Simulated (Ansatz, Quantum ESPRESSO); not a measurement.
# Ballistic transmission: vacuum gap of 6.0 Å between two Pt(111) faces, part 2 of 4

Wanted: the transmission near the Fermi level and the conductance of this junction: vacuum gap of 6.0 Å between two Pt(111) faces.

Quantum ESPRESSO 7.5; plane-wave DFT, PBEsol, GBRV ultrasoft pseudopotentials; cross-check by Ansatz 0.2.0 with PAW datasets.

So far. Step 2 (Ground state): The run needed 15 iterations to bring the estimated error under 1e-07 Ry; the largest force on any atom, held or free, is 0.29 eV/Å.

## Step 3: The open system

Level of this step: transmission by pwcond, lead and junction from one cell; plane-wave DFT, PBEsol, GBRV ultrasoft pseudopotentials (Quantum ESPRESSO).

prefixt takes both regions from one run: the lead from 0 to bdl, the scattering region from bdl to bds (units of alat). ikind = 1 puts the same lead on both sides. The program's T_tot counts both spins in a run without spin; the tables below give T per spin.

File cond.in:

```
&inputcond
  outdir = './out'
  prefixt = 'scf'
  tran_file = 'cond.dat'
  bdl = 2.4494897442
  bds = 16.0177923487
  ikind = 1
  ewind = 4.0
  epsproj = 1e-05
  nz1 = 7
  energy0 = 0.4
  denergy = -0.4
/
19
  0.00000000 0.00000000 0.00694444
  0.00000000 0.08333333 0.04166667
  0.00000000 0.16666667 0.04166667
  0.00000000 0.25000000 0.04166667
  0.00000000 0.33333333 0.04166667
  0.00000000 0.41666667 0.04166667
  0.00000000 0.50000000 0.02083333
  0.08333333 0.16666667 0.04166667
  0.08333333 0.25000000 0.08333333
  0.08333333 0.33333333 0.08333333
  0.08333333 0.41666667 0.08333333
  0.08333333 0.50000000 0.08333333
  0.16666667 0.33333333 0.04166667
  0.16666667 0.41666667 0.08333333
  0.16666667 0.50000000 0.08333333
  0.16666667 0.58333333 0.04166667
  0.25000000 0.50000000 0.04166667
  0.25000000 0.58333333 0.08333333
  0.33333333 0.66666667 0.01388889
3
```

Run with:

```sh
$ OMP_NUM_THREADS=1 mpirun -n 4 pwcond.x -in cond.in > cond.out
```

Output:

```text
[banner, memory and clock lines left out]
Program PWCOND v.7.5 starts

          URL

     ./out/scf.save/

     IMPORTANT: XC functional enforced from input :
     Exchange-correlation= PBESOL
                           (   1   4  10   8   0   0   0)
     Any further DFT definition will be discarded
     Please, verify this is what you really want

     negative rho (up, down):  3.071E+00 0.000E+00
     Reading collected, re-writing distributed wavefunctions

===== INPUT FILE containing all the regions =====

     GEOMETRY:

     lattice parameter (alat)  =       5.3049  a.u.
     the volume                =    2070.8871 (a.u.)^3
     the cross section         =      24.3713 (a.u.)^2
     l of the unit cell        =      16.0178 (alat)
     number of atoms/cell      =           18
     number of atomic types    =            1

     crystal axes: (cart. coord. in units of alat)
               a(1) = (  1.0000  0.0000  0.0000 )
               a(2) = (  0.5000  0.8660  0.0000 )
               a(3) = (  0.0000  0.0000 16.0178 )

   Cartesian axes

     site n.     atom                  positions (alat units)
          1        Pt     tau(  1)=(  0.0000  0.0000 16.0178  )
          2        Pt     tau(  2)=(  0.5000  0.2887  0.8165  )
          3        Pt     tau(  3)=(  1.0000  0.5774  1.6330  )
          4        Pt     tau(  4)=(  0.0000  0.0000  2.4495  )
          5        Pt     tau(  5)=(  0.5000  0.2887  3.2660  )
          6        Pt     tau(  6)=(  1.0000  0.5774  4.0825  )
          7        Pt     tau(  7)=(  0.0000  0.0000  4.8990  )
          8        Pt     tau(  8)=(  0.5000  0.2887  5.7155  )
          9        Pt     tau(  9)=(  1.0000  0.5774  6.5320  )
         10        Pt     tau( 10)=(  0.0000  0.0000  8.6693  )
         11        Pt     tau( 11)=(  0.5000  0.2887  9.4858  )
         12        Pt     tau( 12)=(  1.0000  0.5774 10.3023  )
         13        Pt     tau( 13)=(  0.0000  0.0000 11.1188  )
         14        Pt     tau( 14)=(  0.5000  0.2887 11.9353  )
         15        Pt     tau( 15)=(  1.0000  0.5774 12.7518  )
         16        Pt     tau( 16)=(  0.0000  0.0000 13.5683  )
         17        Pt     tau( 17)=(  0.5000  0.2887 14.3848  )
         18        Pt     tau( 18)=(  1.0000  0.5774 15.2013  )

     nr1s                      =           24
     nr2s                      =           24
     nr3s                      =          360
     nr1sx                     =           24
     nr2sx                     =           24
     nr3sx                     =          360
     nr1                       =           24
     nr2                       =           24
     nr3                       =          384
     nr1x                      =           24
     nr2x                      =           24
     nr3x                      =          384

 _______________________________
  Radii of nonlocal spheres:

     type       ibeta     ang. mom.          radius (alat units)
       Pt         1         0                    0.4683
       Pt         2         0                    0.4683
       Pt         3         1                    0.4683
       Pt         4         1                    0.4683
       Pt         5         2                    0.4683
       Pt         6         2                    0.4683
----- General information -----

--- T calc. with identical leads (ikind=1) ---

     nrx                       =           24
     nry                       =           24
     nz1                       =            7

     energy0               =         4.0E-01
     denergy               =        -4.0E-01
     nenergy               =          3
     ecut2d                =         4.0E+01
     ewind                 =         4.0E+00
     epsproj               =         1.0E-05

     number of k_|| points=   19
                       cryst. coord.
        k(    1) = (   0.0000000   0.0000000), wk =   0.0069444
        k(    2) = (   0.0000000   0.0833333), wk =   0.0416667
        k(    3) = (   0.0000000   0.1666667), wk =   0.0416667
        k(    4) = (   0.0000000   0.2500000), wk =   0.0416667
        k(    5) = (   0.0000000   0.3333333), wk =   0.0416667
        k(    6) = (   0.0000000   0.4166667), wk =   0.0416667
        k(    7) = (   0.0000000   0.5000000), wk =   0.0208333
        k(    8) = (   0.0833333   0.1666667), wk =   0.0416667
        k(    9) = (   0.0833333   0.2500000), wk =   0.0833333
        k(   10) = (   0.0833333   0.3333333), wk =   0.0833333
        k(   11) = (   0.0833333   0.4166667), wk =   0.0833333
        k(   12) = (   0.0833333   0.5000000), wk =   0.0833333
        k(   13) = (   0.1666667   0.3333333), wk =   0.0416667
        k(   14) = (   0.1666667   0.4166667), wk =   0.0833333
        k(   15) = (   0.1666667   0.5000000), wk =   0.0833333
        k(   16) = (   0.1666667   0.5833333), wk =   0.0416667
        k(   17) = (   0.2500000   0.5000000), wk =   0.0416667
        k(   18) = (   0.2500000   0.5833333), wk =   0.0833333
        k(   19) = (   0.3333333   0.6666667), wk =   0.0138889
----- Information about left/right lead -----

     nocros                   =           18
     noins                    =           36
     norb                     =           72
     norbf                    =          288
     nrz                      =           55

      iorb      type   ibeta   ang. mom.   m       position (alat)
        1        1       1        0        1   taunew(   1)=(  0.0000  0.0000  0.0000)
        2        1       2        0        1   taunew(   2)=(  0.0000  0.0000  0.0000)
        3        1       3        1        1   taunew(   3)=(  0.0000  0.0000  0.0000)
        4        1       3        1        2   taunew(   4)=(  0.0000  0.0000  0.0000)
        5        1       3        1        3   taunew(   5)=(  0.0000  0.0000  0.0000)
        6        1       4        1        1   taunew(   6)=(  0.0000  0.0000  0.0000)
        7        1       4        1        2   taunew(   7)=(  0.0000  0.0000  0.0000)
        8        1       4        1        3   taunew(   8)=(  0.0000  0.0000  0.0000)
        9        1       5        2        1   taunew(   9)=(  0.0000  0.0000  0.0000)
       10        1       5        2        2   taunew(  10)=(  0.0000  0.0000  0.0000)
       11        1       5        2        3   taunew(  11)=(  0.0000  0.0000  0.0000)
       12        1       5        2        4   taunew(  12)=(  0.0000  0.0000  0.0000)
       13        1       5        2        5   taunew(  13)=(  0.0000  0.0000  0.0000)
       14        1       6        2        1   taunew(  14)=(  0.0000  0.0000  0.0000)
       15        1       6        2        2   taunew(  15)=(  0.0000  0.0000  0.0000)
[...]
244        1       5        2        2   taunew( 244)=(  0.5000  0.2887 11.9353)
      245        1       5        2        3   taunew( 245)=(  0.5000  0.2887 11.9353)
      246        1       5        2        4   taunew( 246)=(  0.5000  0.2887 11.9353)
      247        1       5        2        5   taunew( 247)=(  0.5000  0.2887 11.9353)
      248        1       6        2        1   taunew( 248)=(  0.5000  0.2887 11.9353)
      249        1       6        2        2   taunew( 249)=(  0.5000  0.2887 11.9353)
      250        1       6        2        3   taunew( 250)=(  0.5000  0.2887 11.9353)
      251        1       6        2        4   taunew( 251)=(  0.5000  0.2887 11.9353)
      252        1       6        2        5   taunew( 252)=(  0.5000  0.2887 11.9353)
      253        1       1        0        1   taunew( 253)=(  1.0000  0.5774 12.7518)
      254        1       2        0        1   taunew( 254)=(  1.0000  0.5774 12.7518)
      255        1       3        1        1   taunew( 255)=(  1.0000  0.5774 12.7518)
      256        1       3        1        2   taunew( 256)=(  1.0000  0.5774 12.7518)
      257        1       3        1        3   taunew( 257)=(  1.0000  0.5774 12.7518)
      258        1       4        1        1   taunew( 258)=(  1.0000  0.5774 12.7518)
      259        1       4        1        2   taunew( 259)=(  1.0000  0.5774 12.7518)
      260        1       4        1        3   taunew( 260)=(  1.0000  0.5774 12.7518)
      261        1       5        2        1   taunew( 261)=(  1.0000  0.5774 12.7518)
      262        1       5        2        2   taunew( 262)=(  1.0000  0.5774 12.7518)
      263        1       5        2        3   taunew( 263)=(  1.0000  0.5774 12.7518)
      264        1       5        2        4   taunew( 264)=(  1.0000  0.5774 12.7518)
      265        1       5        2        5   taunew( 265)=(  1.0000  0.5774 12.7518)
      266        1       6        2        1   taunew( 266)=(  1.0000  0.5774 12.7518)
      267        1       6        2        2   taunew( 267)=(  1.0000  0.5774 12.7518)
      268        1       6        2        3   taunew( 268)=(  1.0000  0.5774 12.7518)
      269        1       6        2        4   taunew( 269)=(  1.0000  0.5774 12.7518)
      270        1       6        2        5   taunew( 270)=(  1.0000  0.5774 12.7518)
      271        1       1        0        1   taunew( 271)=(  0.0000  0.0000 13.5683)
      272        1       2        0        1   taunew( 272)=(  0.0000  0.0000 13.5683)
      273        1       3        1        1   taunew( 273)=(  0.0000  0.0000 13.5683)
      274        1       3        1        2   taunew( 274)=(  0.0000  0.0000 13.5683)
      275        1       3        1        3   taunew( 275)=(  0.0000  0.0000 13.5683)
      276        1       4        1        1   taunew( 276)=(  0.0000  0.0000 13.5683)
      277        1       4        1        2   taunew( 277)=(  0.0000  0.0000 13.5683)
      278        1       4        1        3   taunew( 278)=(  0.0000  0.0000 13.5683)
      279        1       5        2        1   taunew( 279)=(  0.0000  0.0000 13.5683)
      280        1       5        2        2   taunew( 280)=(  0.0000  0.0000 13.5683)
      281        1       5        2        3   taunew( 281)=(  0.0000  0.0000 13.5683)
      282        1       5        2        4   taunew( 282)=(  0.0000  0.0000 13.5683)
      283        1       5        2        5   taunew( 283)=(  0.0000  0.0000 13.5683)
      284        1       6        2        1   taunew( 284)=(  0.0000  0.0000 13.5683)
      285        1       6        2        2   taunew( 285)=(  0.0000  0.0000 13.5683)
      286        1       6        2        3   taunew( 286)=(  0.0000  0.0000 13.5683)
      287        1       6        2        4   taunew( 287)=(  0.0000  0.0000 13.5683)
      288        1       6        2        5   taunew( 288)=(  0.0000  0.0000 13.5683)
 ngper, shell number =           85          11
 ngper, n2d =           85          80
---  E-Ef =    0.4000000  k =    0.0000000   0.0000000
---  ie =          1  ik =          1
 Nchannels of the left tip =            0
 Right moving states:
   k1(2pi/a)   k2(2pi/a)   E-Ef (eV)
 Left moving states:
   k1(2pi/a)   k2(2pi/a)   E-Ef (eV)

 to transmit
          E-Ef(ev), T =    0.4000000   0.0000000
---  E-Ef =    0.0000000  k =    0.0000000   0.0000000
---  ie =          2  ik =          1
 Nchannels of the left tip =            2
 Right moving states:
   k1(2pi/a)   k2(2pi/a)   E-Ef (eV)
   0.4254237   0.0000007   0.0000000
   0.4254237   0.0000007   0.0000000
 Left moving states:
   k1(2pi/a)   k2(2pi/a)   E-Ef (eV)
  -0.4254313   0.0000007   0.0000000
  -0.4254313   0.0000007   0.0000000

 to transmit
 Band j to band i transmissions and reflections:
    j         i     |T_ij|^2    |R_ij|^2

    1 -->     1     0.00000     0.00008
    1 -->     2     0.00000     0.99992
   Total T_j, R_j =    0.00000  1.00000

    2 -->     1     0.00000     0.99992
    2 -->     2     0.00000     0.00008
   Total T_j, R_j =    0.00000  1.00000

E-Ef(ev), T(x2 spins) =    0.0000000   0.0000012
---  E-Ef =   -0.4000000  k =    0.0000000   0.0000000
---  ie =          3  ik =          1
 Nchannels of the left tip =            2
 Right moving states:
   k1(2pi/a)   k2(2pi/a)   E-Ef (eV)
   0.1595199   0.0000006  -0.4000000
   0.1595199   0.0000006  -0.4000000
 Left moving states:
   k1(2pi/a)   k2(2pi/a)   E-Ef (eV)
  -0.1595228   0.0000006  -0.4000000
  -0.1595228   0.0000006  -0.4000000

 to transmit
 Band j to band i transmissions and reflections:
    j         i     |T_ij|^2    |R_ij|^2

    1 -->     1     0.00000     0.99632
    1 -->     2     0.00000     0.00368
   Total T_j, R_j =    0.00000  1.00000

    2 -->     1     0.00000     0.00368
    2 -->     2     0.00000     0.99632
   Total T_j, R_j =    0.00000  1.00000

E-Ef(ev), T(x2 spins) =   -0.4000000   0.0000001
 ngper, shell number =           81          45
 ngper, n2d =           81          80
[... further energies and points left out ...]
---  E-Ef =    0.4000000  k =    0.3333333   0.6666667
---  ie =          1  ik =         19
 Nchannels of the left tip =            0
 Right moving states:
   k1(2pi/a)   k2(2pi/a)   E-Ef (eV)
 Left moving states:
   k1(2pi/a)   k2(2pi/a)   E-Ef (eV)

 to transmit
          E-Ef(ev), T =    0.4000000   0.0000000
---  E-Ef =    0.0000000  k =    0.3333333   0.6666667
---  ie =          2  ik =         19
 Nchannels of the left tip =            0
 Right moving states:
   k1(2pi/a)   k2(2pi/a)   E-Ef (eV)
 Left moving states:
   k1(2pi/a)   k2(2pi/a)   E-Ef (eV)

 to transmit
          E-Ef(ev), T =    0.0000000   0.0000000
---  E-Ef =   -0.4000000  k =    0.3333333   0.6666667
---  ie =          3  ik =         19
 Nchannels of the left tip =            3
 Right moving states:
   k1(2pi/a)   k2(2pi/a)   E-Ef (eV)
   0.2192754  -0.0000016  -0.4000000
   0.2197555   0.0000005  -0.4000000
   0.2211990   0.0000005  -0.4000000
 Left moving states:
   k1(2pi/a)   k2(2pi/a)   E-Ef (eV)
  -0.2192755  -0.0000016  -0.4000000
  -0.2197552   0.0000005  -0.4000000
  -0.2211998   0.0000005  -0.4000000

 to transmit
 Band j to band i transmissions and reflections:
    j         i     |T_ij|^2    |R_ij|^2

    1 -->     1     0.00006     0.99823
    1 -->     2     0.00000     0.00170
    1 -->     3     0.00000     0.00001
   Total T_j, R_j =    0.00006  0.99994

    2 -->     1     0.00000     0.00170
    2 -->     2     0.00007     0.99818
    2 -->     3     0.00000     0.00005
   Total T_j, R_j =    0.00007  0.99993

    3 -->     1     0.00000     0.00001
    3 -->     2     0.00000     0.00005
    3 -->     3     0.00000     0.99994
   Total T_j, R_j =    0.00000  1.00000

E-Ef(ev), T(x2 spins) =   -0.4000000   0.0002640
   T_tot     0.40000      0.63882E-02
   T_tot     0.00000      0.58737E-02
   T_tot    -0.40000      0.78061E-02

Note: The following floating-point exceptions are signalling: IEEE_UNDERFLOW_FLAG
Note: The following floating-point exceptions are signalling: IEEE_UNDERFLOW_FLAG
Note: The following floating-point exceptions are signalling: IEEE_UNDERFLOW_FLAG
Note: The following floating-point exceptions are signalling: IEEE_UNDERFLOW_FLAG
```

It took 1.9 min on 4 MPI ranks of Arm Neoverse V2, shared host; peak memory 0.3 GiB.

This step gave:

* lead channels at the Fermi level, one spin: 1.868
* transmission at the Fermi level, one spin: 0.002937
* conductance: 0.002937 G₀

Per spin; mean over the k mesh across the current. The open channels, zone mean by energy, zero at the Fermi level:

| energy (eV) | open channels, zone mean |
| --- | --- |
| -0.400 | 1.72 |
| 0.000 | 1.87 |
| 0.400 | 1.02 |

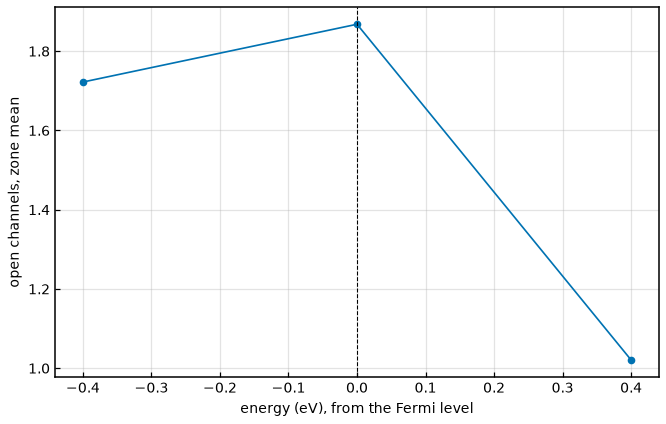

Open channels, zone mean against energy.

Per spin; mean over the k mesh across the current. Table of transmission, zone mean by energy, zero at the Fermi level:

| energy (eV) | transmission, zone mean |
| --- | --- |
| -0.400 | 0.00390 |
| 0.000 | 0.00294 |
| 0.400 | 0.00319 |

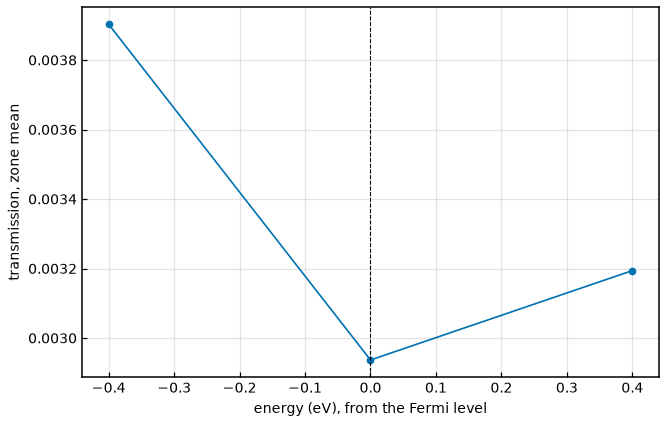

Transmission, zone mean against energy.

At 0.000 eV; k in fractions of b1, b2. Transmission by k point:

| k1 | k2 | weight | t | channels |
| --- | --- | --- | --- | --- |
| 0 | 0 | 0.006944 | 6.00e-7 | 2 |
| 0 | 0.08333 | 0.04167 | 0.02063 | 2 |
| 0 | 0.1667 | 0.04167 | 0.009692 | 2 |
| 0 | 0.25 | 0.04167 | 0.004763 | 2 |
| 0 | 0.3333 | 0.04167 | 0.001969 | 2 |
| 0 | 0.4167 | 0.04167 | 6.07e-4 | 4 |
| 0 | 0.5 | 0.02083 | 1.27e-4 | 1 |
| 0.08333 | 0.1667 | 0.04167 | 0.007751 | 1 |
| 0.08333 | 0.25 | 0.08333 | 0.00482 | 1 |
| 0.08333 | 0.3333 | 0.08333 | 0.003551 | 2 |
| 0.08333 | 0.4167 | 0.08333 | 5.68e-4 | 2 |
| 0.08333 | 0.5 | 0.08333 | 6.86e-4 | 2 |
| 0.1667 | 0.3333 | 0.04167 | 0.002295 | 1 |
| 0.1667 | 0.4167 | 0.08333 | 9.24e-4 | 2 |
| 0.1667 | 0.5 | 0.08333 | 5.05e-4 | 2 |
| 0.1667 | 0.5833 | 0.04167 | 1.43e-4 | 1 |
| 0.25 | 0.5 | 0.04167 | 4.14e-4 | 3 |
| 0.25 | 0.5833 | 0.08333 | 2.73e-5 | 2 |
| 0.3333 | 0.6667 | 0.01389 | 0 | 0 |

The program's own clock; routines nest. Time by routine:

| routine | wall time (s) | calls |
| --- | --- | --- |
| PWCOND | 113.8 | 1 |
| scatter_forw | 99.56 | 114 |
| local | 5.47 | 19 |
| compbs | 5.02 | 57 |
| compbs_2 | 4.19 | 57 |
| init | 0.49 | 1 |
| poten | 0.06 | 1 |

The run is unpolarised; a magnetic state was not tried, may lie lower and would change T.

At no point does T exceed the number of channels.

[end of part 2 of 4]

[Logs are printed without paths, hosts, clocks, repeated set-up lines and the standing remarks that a program may print on its own settings, such as how far it seeks lower states.]

[Hosts, paths, dates, database ids (printed as entryN), source tags and the programs' standing remarks are cut or masked in the printed files.]

[Maps of the electrostatic potential energy from Ansatz leave out the sawtooth potential of an applied field or a dipole correction, so their vacuum need not be flat; planar profiles and work functions include it.]
